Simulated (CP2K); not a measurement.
# C2H4ClGe (SMILES C=[CH][GeH][Cl]) at GFN2-xTB

Aim: the vertical ionisation energy of C2H4ClGe at GFN2-xTB, from 2 runs. Input form: an ASE script.

The results are computed with CP2K 2026.2.

1 further run of the same task is left out (it didn't finish).

**1. The structure to begin with**

C2H4ClGe has 8 atoms, charge 0, and is taken as a doublet. SMILES: `C=[CH][GeH][Cl]`. The shape comes from GFN2-xTB, which is rough for such elements, and wasn't checked as a minimum.

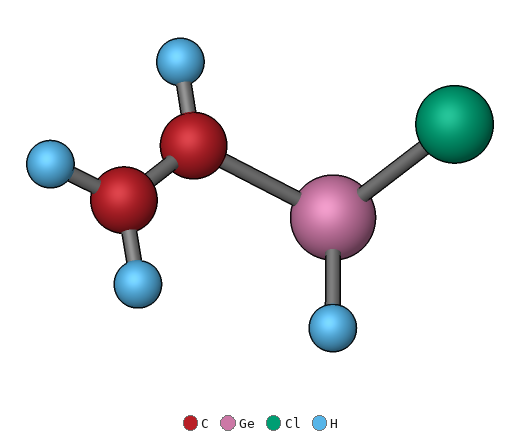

The structure, seen from a chosen angle (carbon red, germanium pink, chlorine teal, hydrogen blue).

**2. Energy and forces at GFN2-xTB**

cp2k_ase.py reads:

```python
import numpy as np
from ase import Atoms
from ase.calculators.cp2k import CP2K

atoms = Atoms(['C', 'C', 'Ge', 'Cl', 'H', 'H', 'H', 'H'],
              positions=[(-0.254340, 1.076010, -0.727100),
                         (0.664020, 0.343400, -0.132610),
                         (0.295580, -1.606740, 0.272190),
                         (0.281300, -1.625900, 2.422190),
                         (-0.127710, 2.133470, -0.918290),
                         (-1.193640, 0.647270, -1.045980),
                         (1.617600, 0.747560, 0.175940),
                         (-1.282810, -1.715060, -0.046350)])
atoms.set_cell([10.9, 11.8, 11.5])
atoms.center()
cp2k_input = """
&FORCE_EVAL
  METHOD QS
  &DFT
    CHARGE 0
    MULTIPLICITY 2
    SPIN_POLARIZED T
    ! Quickstep
    &QS
      METHOD XTB
      EPS_DEFAULT 1.0E-10
      &XTB
        GFN_TYPE TBLITE
        &TBLITE
          METHOD GFN2
        &END TBLITE
        CHECK_ATOMIC_CHARGES F
      &END XTB
    &END QS
    &POISSON
      PERIODIC NONE
      POISSON_SOLVER ANALYTIC
    &END POISSON
    &SCF
      SCF_GUESS ATOMIC
      EPS_SCF 1.0E-06
      MAX_SCF 150
      ADDED_MOS 8
      &DIAGONALIZATION
        ALGORITHM STANDARD
      &END DIAGONALIZATION
      &MIXING
        METHOD DIRECT_P_MIXING
        ALPHA 0.4
      &END MIXING
      &SMEAR ON
        METHOD FERMI_DIRAC
        ELECTRONIC_TEMPERATURE [K] 300
      &END SMEAR
    &END SCF
    &PRINT
      &MOMENTS
        PERIODIC F
        REFERENCE COM
        MAX_MOMENT 1
      &END MOMENTS
      &MO ON
        ENERGIES T
        OCCUPATION_NUMBERS T
        NDIGITS 6
        &EACH
          QS_SCF 0
        &END EACH
        ADD_LAST NUMERIC
      &END MO
      &HIRSHFELD OFF
      &END HIRSHFELD
    &END PRINT
  &END DFT
  ! structure
  &SUBSYS
  &END SUBSYS
&END FORCE_EVAL
"""
cp2k = CP2K(command="cp2k.psmp -s", label="job", inp=cp2k_input, basis_set=None, basis_set_file=None, potential_file=None, pseudo_potential=None, xc=None, cutoff=None, max_scf=None, charge=None, uks=False,
            force_eval_method=None, print_level="LOW", poisson_solver=None, stress_tensor=False)
atoms.calc = cp2k
print("E / eV:", round(atoms.get_potential_energy(), 6))
forces = atoms.get_forces()
print(np.array2string(forces, precision=5, suppress_small=True))
print("largest force / (eV/A): %.4f" % np.linalg.norm(forces, axis=1).max())
```

Run with:

```console
OMP_NUM_THREADS=1 python cp2k_ase.py
```

The program printed:

```text
E / eV: -347.47532
[[-0.0047   0.01347  0.00193]
 [ 0.02246 -0.02302  0.00556]
 [-0.00422  0.02066  0.0048 ]
 [ 0.00668 -0.0006  -0.00621]
 [ 0.00141 -0.00506 -0.00248]
 [ 0.0023  -0.00079 -0.00204]
 [-0.01104  0.00763  0.00096]
 [-0.0129  -0.01228 -0.00253]]
largest force / (eV/A): 0.0326
```

job.out:

```text
CP2K| version string:                                       CP2K version 2026.2
 CP2K| Input file name                                                   job.inp

 GLOBAL| Basis set file name                                           BASIS_SET
 GLOBAL| Potential file name                                           POTENTIAL
 GLOBAL| Coordinate file name                                      __STD_INPUT__
 GLOBAL| Method name                                                        CP2K
 GLOBAL| Project name                                                        job
 GLOBAL| Run type                                                   ENERGY_FORCE
 GLOBAL| FFT library                                                       FFTW3
 GLOBAL| Diagonalization library                                       ScaLAPACK
 GLOBAL| Global print level                                                  LOW
 GLOBAL| Total number of message passing processes                             1
 GLOBAL| Number of threads for this process                                    1
 GLOBAL| CPU model name                          Intel(R) Xeon(R) Platinum 8488C

 GENERATE|  Preliminary Number of Bonds generated:                             0
 GENERATE|  Achieved consistency in connectivity generation.

[... 3 lines left out ...]
 *** WARNING in qs_kind_types.F:2330 :: Information provided in the input ***
[... 5 lines left out ...]
 *** WARNING in qs_kind_types.F:2330 :: Information provided in the input ***
[... 87 lines left out ...]
  *** SCF run converged in    17 steps ***
[... 2 lines left out ...]
  Repulsive potential energy:                                   0.11649725890961
[... 1 line left out ...]
  Self-consistent dispersion energy:                           -0.00508584919059
[... 2 lines left out ...]
  Electronic entropic energy:                                  -0.00002298544321
[... 2 lines left out ...]
  Total energy:                                               -12.76948362235272
[... 2 lines left out ...]
 TB_DIPOLE| Dipole type                                             non-periodic
[... 1 line left out ...]
 TB_DIPOLE| Moment [a.u.]           0.11648772       0.25538622      -0.83537873
[... 1 line left out ...]
 TB_DIPOLE| Derivative [a.u.]       0.00000000       0.00000000       0.00000000
[... 49 lines left out ...]
 -------------------------------------------------------------------------------
```

Run time: 1.6 s. Hardware: 1 thread of Intel Xeon Platinum 8488C (Sapphire Rapids), shared host; peak memory 0.18 GiB.

**3. The singlet cation at the same level**

job.py reads:

```python
import numpy as np
from ase import Atoms
from ase.calculators.cp2k import CP2K

atoms = Atoms(['C', 'C', 'Ge', 'Cl', 'H', 'H', 'H', 'H'],
              positions=[(-0.254340, 1.076010, -0.727100),
                         (0.664020, 0.343400, -0.132610),
                         (0.295580, -1.606740, 0.272190),
                         (0.281300, -1.625900, 2.422190),
                         (-0.127710, 2.133470, -0.918290),
                         (-1.193640, 0.647270, -1.045980),
                         (1.617600, 0.747560, 0.175940),
                         (-1.282810, -1.715060, -0.046350)])
atoms.set_cell([10.9, 11.8, 11.5])
atoms.center()
template = """
&FORCE_EVAL
   METHOD Quickstep
   &DFT
      CHARGE 1
      MULTIPLICITY 1
      &QS
         METHOD XTB
         EPS_DEFAULT 1.0E-10
         &XTB
            GFN_TYPE TBLITE
            &TBLITE
               METHOD GFN2
            &END TBLITE
            CHECK_ATOMIC_CHARGES F
         &END XTB
      &END QS
      &POISSON
         PERIODIC NONE
         POISSON_SOLVER ANALYTIC
      &END POISSON
      &SCF
         SCF_GUESS ATOMIC
         EPS_SCF 1.0E-06
         MAX_SCF 150
         ADDED_MOS 4
         &DIAGONALIZATION
            ALGORITHM STANDARD
         &END DIAGONALIZATION
         &MIXING
            METHOD DIRECT_P_MIXING
            ALPHA 0.4
         &END MIXING
         &SMEAR ON
            METHOD FERMI_DIRAC
            ELECTRONIC_TEMPERATURE [K] 300
         &END SMEAR
      &END SCF
      &PRINT
         &MOMENTS
            PERIODIC F
            REFERENCE COM
            MAX_MOMENT 1
         &END MOMENTS
         &MO ON
            ENERGIES T
            OCCUPATION_NUMBERS T
            NDIGITS 6
            &EACH
               QS_SCF 0
            &END EACH
            ADD_LAST NUMERIC
         &END MO
         &HIRSHFELD OFF
         &END HIRSHFELD
      &END PRINT
   &END DFT
   &SUBSYS
   &END SUBSYS
&END FORCE_EVAL
"""
calc = CP2K(command="cp2k.psmp -s", label="molecule", inp=template, basis_set=None, basis_set_file=None, potential_file=None, pseudo_potential=None, xc=None, cutoff=None, max_scf=None, charge=None, uks=False,
            force_eval_method=None, print_level="LOW", poisson_solver=None, stress_tensor=False)
atoms.calc = calc
print("E / eV:", round(atoms.get_potential_energy(), 6))
forces = atoms.get_forces()
print(np.array2string(forces, precision=5, suppress_small=True))
print("largest force / (eV/A): %.4f" % np.linalg.norm(forces, axis=1).max())
```

Run with:

```console
OMP_NUM_THREADS=1 python job.py
```

The program printed:

```text
E / eV: -334.91987
[[ 0.13474 -0.87237  0.26243]
 [ 0.66942  0.8384  -0.66876]
 [-1.37145  1.16595  1.70196]
 [ 0.33685 -0.41927 -0.97808]
 [-0.04189  0.08416  0.21382]
 [-0.19358 -0.04738 -0.26605]
 [ 0.18378 -0.18721  0.05804]
 [ 0.28213 -0.56229 -0.32337]]
largest force / (eV/A): 2.4773
```

molecule.out:

```text
CP2K| version string:                                       CP2K version 2026.2
 CP2K| Input file name                                              molecule.inp

 GLOBAL| Basis set file name                                           BASIS_SET
 GLOBAL| Potential file name                                           POTENTIAL
 GLOBAL| Coordinate file name                                      __STD_INPUT__
 GLOBAL| Method name                                                        CP2K
 GLOBAL| Project name                                                   molecule
 GLOBAL| Run type                                                   ENERGY_FORCE
 GLOBAL| FFT library                                                       FFTW3
 GLOBAL| Diagonalization library                                       ScaLAPACK
 GLOBAL| Global print level                                                  LOW
 GLOBAL| Total number of message passing processes                             1
 GLOBAL| Number of threads for this process                                    1
 GLOBAL| CPU model name                          Intel(R) Xeon(R) Platinum 8488C

 GENERATE|  Preliminary Number of Bonds generated:                             0
 GENERATE|  Achieved consistency in connectivity generation.

[... 3 lines left out ...]
 *** WARNING in qs_kind_types.F:2330 :: Information provided in the input ***
[... 5 lines left out ...]
 *** WARNING in qs_kind_types.F:2330 :: Information provided in the input ***
[... 87 lines left out ...]
  *** SCF run converged in    25 steps ***
[... 2 lines left out ...]
  Repulsive potential energy:                                   0.11649725890961
[... 1 line left out ...]
  Self-consistent dispersion energy:                           -0.00424677596881
[... 2 lines left out ...]
  Electronic entropic energy:                                  -0.00000000000012
[... 2 lines left out ...]
  Total energy:                                               -12.30807927275450
[... 2 lines left out ...]
 TB_DIPOLE| Dipole type                                             non-periodic
[... 1 line left out ...]
 TB_DIPOLE| Moment [a.u.]          -0.42717047       1.37344792      -1.14764436
[... 1 line left out ...]
 TB_DIPOLE| Derivative [a.u.]       0.00000000       0.00000000       0.00000000
[... 38 lines left out ...]
 -------------------------------------------------------------------------------
```

It took 1.6 s on 1 thread of Intel Xeon Platinum 8488C (Sapphire Rapids), shared host; peak memory 0.19 GiB.

**4. Results**

At GFN2-xTB:

```
                                                   quantity         value
                             doublet C2H4ClGe: total energy  -12.76948 Eh
doublet C2H4ClGe: dipole moment (from atomic charges alone)        2.24 D
       doublet C2H4ClGe: HOMO energy (highest over α and β)      -9.70 eV
        doublet C2H4ClGe: LUMO energy (lowest over α and β)      -9.37 eV
                               singlet cation: total energy  -12.30808 Eh
                                singlet cation: HOMO energy     -16.84 eV
                                singlet cation: LUMO energy     -15.41 eV
                              singlet cation: HOMO–LUMO gap       1.42 eV
         vertical ionisation energy (to the singlet cation)     12.555 eV
```

The vertical ionisation energy comes to 12.56 eV (290 kcal/mol). Only the singlet of the ionised species was computed; a triplet could lie lower. xTB total energies overstate such differences by several eV unless an empirical shift is taken off; none is applied here. The dipole (doublet C2H4ClGe) comes from point charges on the atoms alone, without atomic dipoles, so it is partial.
